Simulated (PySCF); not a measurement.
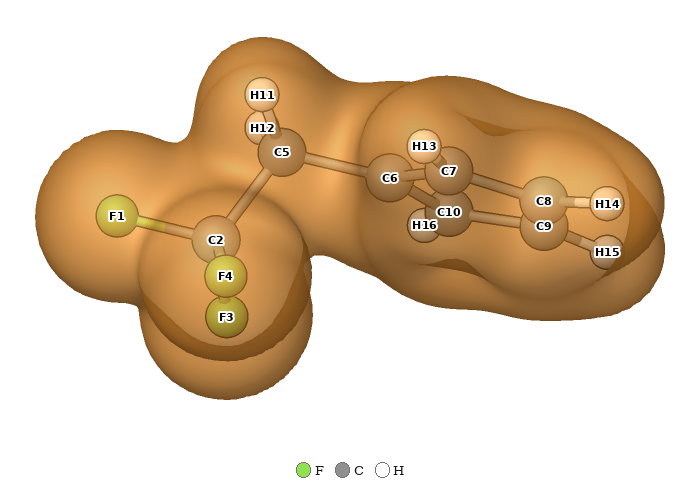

The picture shows: C7H6F3 (SMILES FC(F)(F)Cc1cc[cH-]c1) (charge −1). Isosurface of the total electron density at 0.1 e/Å³ (orange), seen from one side.

Geometry: GFN2-xTB.

Theory: PBE0/def2-SVPD, SCF density, gas phase in PySCF.

```xyz
16

F     3.4406    0.2722   -0.6764
C     2.0681    0.3098   -0.7944
F     1.8123   -0.4371   -1.8800
F     1.8045    1.5803   -1.1387
C     1.3748   -0.1562    0.4656
C    -0.1205   -0.1260    0.3418
C    -0.9502    0.9543    0.6590
C    -2.2625    0.5704    0.4089
C    -2.2499   -0.7423   -0.0631
C    -0.9297   -1.1747   -0.1075
H     1.7231    0.5038    1.2673
H     1.7394   -1.1714    0.6551
H    -0.6170    1.9143    1.0326
H    -3.1433    1.1833    0.5585
H    -3.1192   -1.3251   -0.3435
H    -0.5783   -2.1468   -0.4289
```

Question: How is the density connected at this value?

Answer: At this value the surface is in one piece. It bridges the sampled C–F (1.34 Å), C–C (1.39 Å), C–H (1.08 Å) and C–C (1.50 Å) contacts, where the density stays above the isovalue. On the grid the lowest density along these lines, outside the cores, is 1.8 e/Å³ (C–F, 1.34 Å), 2.1 e/Å³ (C–C, 1.39 Å), 1.8 e/Å³ (C–H, 1.08 Å) and 1.7 e/Å³ (C–C, 1.50 Å).
